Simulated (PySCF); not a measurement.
## A study: C$_{2}$HF$_{5}$, SMILES `FC(F)(F)C(F)F`

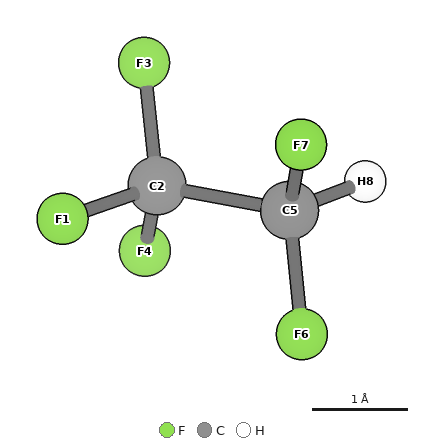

The molecule, with its atoms numbered as below. No frequency check shows the geometry to be a minimum.

Coordinates in Å:

```
F1       0.7764    0.0007    1.3123
C2       0.6175    0.0000   -0.0034
F3       1.2340   -1.0760   -0.4958
F4       1.2345    1.0752   -0.4969
C5      -0.8724   -0.0007   -0.4281
F6      -1.4838    1.0854    0.0683
F7      -1.4844   -1.0844    0.0693
H8      -0.9610   -0.0043   -1.5261
```

### 1. Bonding charge

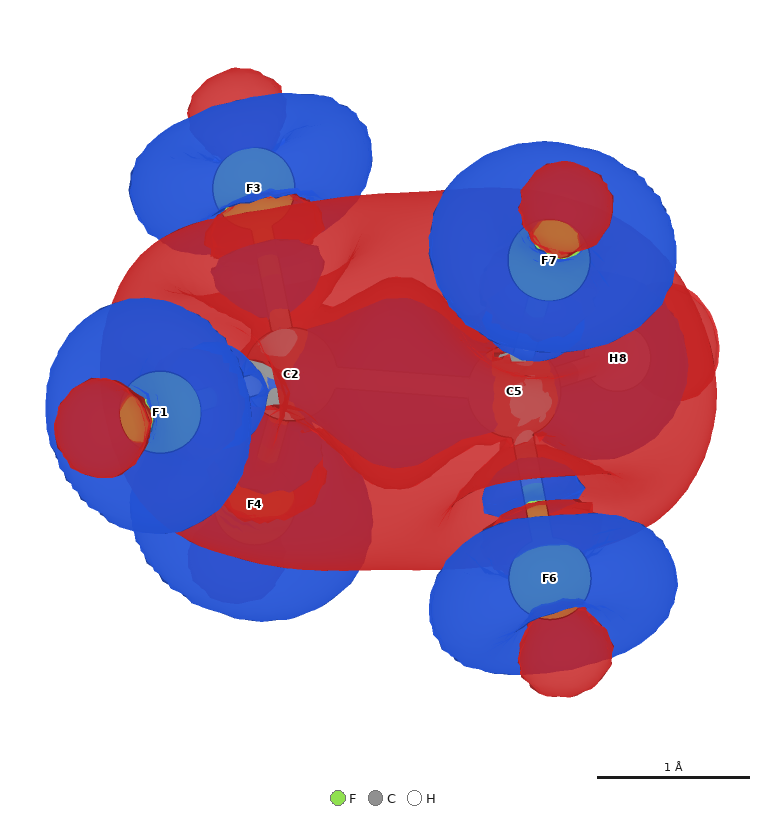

Deformation density (molecule less spherical, spin-averaged free atoms at the same positions), surfaces at ±0.04 e/Å³; blue: gain, red: loss.

PySCF calculation, BP86/cc-pVDZ, gas phase; geometry: GFN2-xTB.

**Describe the bonding that the map shows.**

C5–H8: +0.77 e/Å³ at the bond critical point (bond length 1.10 Å, Mayer order 0.9). C2–C5: +0.60 e/Å³ at the bond critical point (bond length 1.55 Å, Mayer order 0.9). F1–C2: +0.09 e/Å³ at the bond critical point (bond length 1.32 Å, Mayer order 1.2); up to 0.6 Å beside the axis the gain reaches +0.24 e/Å³. C2–F4 and C2–F3: +0.08 e/Å³ at the bond critical point (bond length 1.33 Å, Mayer order 1.2); up to 0.6 Å beside the axis the gain reaches +0.23 e/Å³. C5–F7 and C5–F6: +0.01 e/Å³ at the bond critical point (bond length 1.34 Å, Mayer order 1.2); up to 0.6 Å beside the axis the gain reaches +0.19 e/Å³. In all, 1.6 electrons gather in the regions of gain relative to the promolecule. A small or negative value marks a very polar bond, one between electron-rich atoms, whose free-atom densities already overlap strongly, a long bond to a heavier atom, or a closed-shell contact such as a hydrogen bond.

**Where do the Hirshfeld charges lie?**

The highest Hirshfeld charge is on C2 (+0.21 e), the lowest on F3 and F4 (−0.07 e).

| atom | charge (e) |
| --- | --- |
| F1 | −0.07 |
| C2 | +0.21 |
| F3 | −0.07 |
| F4 | −0.07 |
| C5 | +0.11 |
| F6 | −0.07 |
| F7 | −0.07 |
| H8 | +0.04 |

### 2. Local ionisation energy

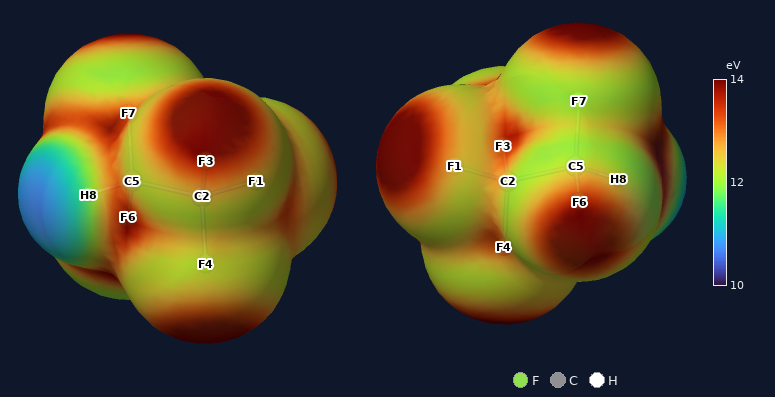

Average local ionisation energy on the surface of electron density 0.001 a.u. (back view left, front view right).

**Locate the minima of the map.**

The lowest value is 10.7 eV, 1.4 Å from H8. Further minima include 11.9 eV, 1.6 Å from F7, and at like points elsewhere; 11.9 eV, 1.6 Å from F7. For comparison, the highest occupied orbital lies at −8.3 eV.

**What volume does the surface enclose, and what is the dipole moment?**

About 84 Å³; the dipole moment is 1.2 D.

### 3. In an electric field

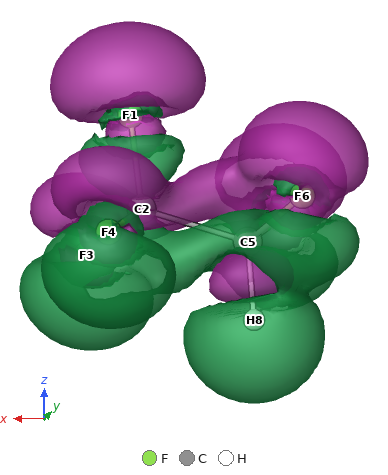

Change of the electron density in a uniform field of 0.41 V/Å, surfaces at ±0.0015 e/Å³ (green: gain, purple: loss).

Level of theory: r2SCAN/def2-SVPD (PySCF), at a geometry from GFN2-xTB.

**Along which Cartesian direction does the field point?**

Along +z: electrons gather on the −z side, against the field.

**How large is the response?**

The induced dipole is 0.63 D (along the field); α along this axis, from the fields in both directions, is 31 bohr³ (4.6 Å³).

**Which atoms gain and lose the most charge?**

Electrons gather most on H8 (Hirshfeld charge changes by −0.016 e) and leave F1 most (+0.018 e); 0.073 electrons are displaced in all.

### 4. Localised orbitals

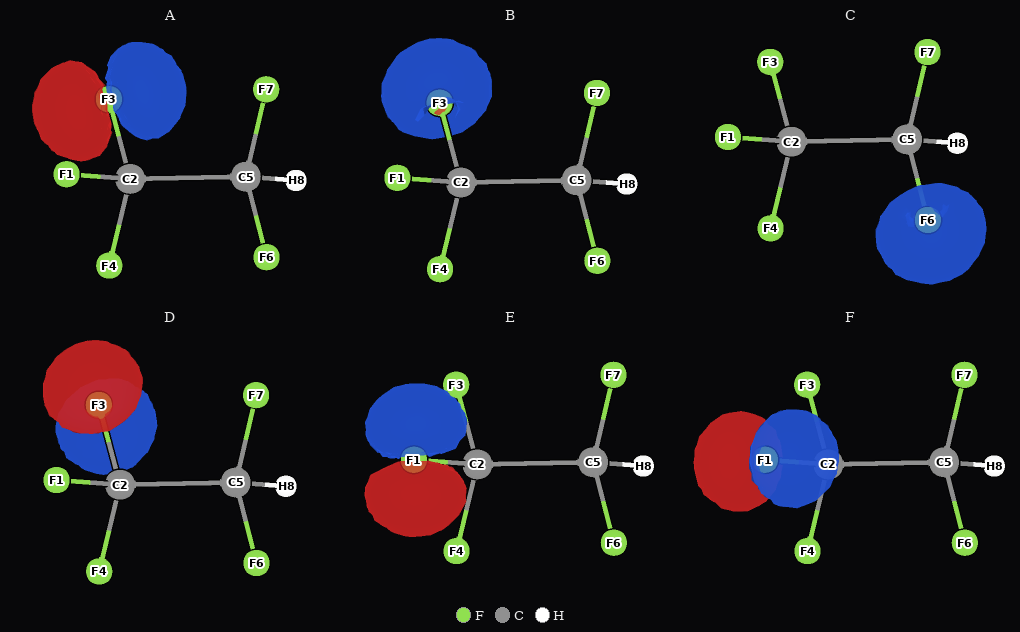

Pipek–Mezey orbitals, occupied; each surface holds about 80 % of the orbital's density. Energies are diagonal elements of the Fock matrix.

Method: M06-2X/def2-SVPD; geometry: GFN2-xTB; program: PySCF.

**Identify each orbital.**

By panel:
- A: lone pair on F3 (p-type) (F3 97 %; −16.1 eV)
- B: lone pair on F3 (sp0.4-type) (F3 100 %; −28.5 eV)
- C: lone pair on F6 (sp0.4-type) (F6 100 %; −28.2 eV)
- D: lone pair on F3 (p-type) (F3 97 %; −16.1 eV)
- E: lone pair on F1 (p-type) (F1 97 %; −16.1 eV)
- F: lone pair on F1 (p-type) (F1 97 %; −16.1 eV)

**How do all the valence pairs divide up?**

22 pairs: 15 lone pairs and 7 σ bonds.

### 5. Stretching a bond

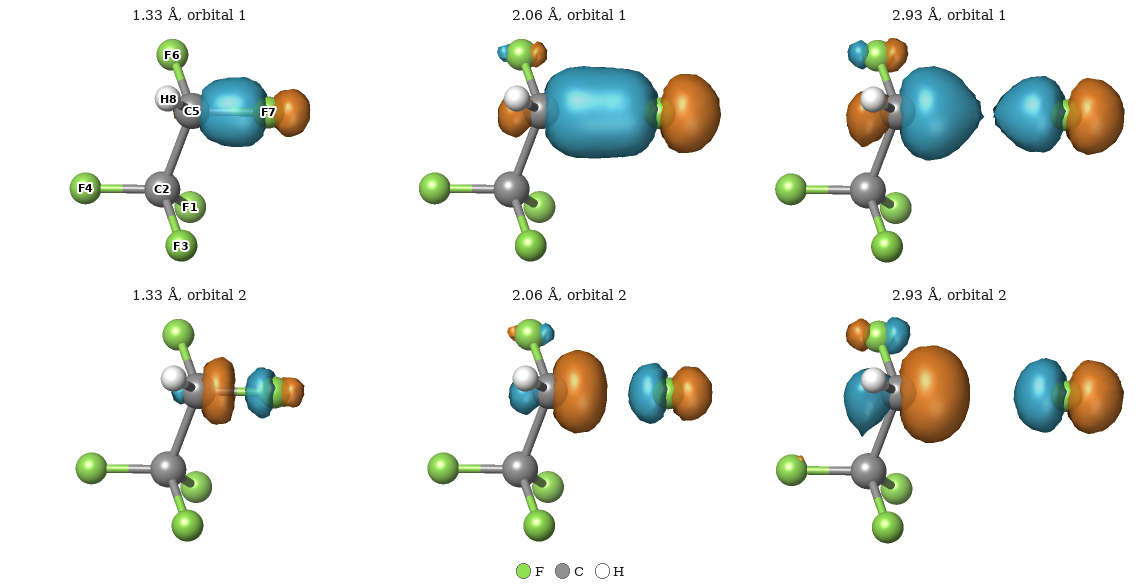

Rigid stretch of the C5–F7 bond. The two CASSCF(2,2) natural orbitals nearest half filling (orbital 1 the more occupied).

Method: cc-pVDZ basis; geometry: GFN2-xTB; program: PySCF.

**How do the occupations change along the stretch?**

1.33 Å: 1.98 and 0.02; 2.06 Å: 1.78 and 0.22; 2.93 Å: 1.24 and 0.76. At the longest distance computed (3.72 Å) they are 1.01 and 0.99, and the effective number of unpaired electrons is 2.0.

**Where does the UHF solution part from RHF?**

Between 1.60 Å (⟨S²⟩ = 0, the two coincide) and 1.80 Å (⟨S²⟩ = 0.14); at 3.72 Å ⟨S²⟩ is 1.01 and UHF lies 6.3 eV below RHF.

**How much energy does the stretch cost?**

By CASSCF, 4.2 eV from the lowest point of the scan (1.33 Å) to 3.72 Å; RHF gives 9.7 eV from its own lowest point. The fragments aren't relaxed and dynamic correlation is missing, so this isn't a bond dissociation energy.
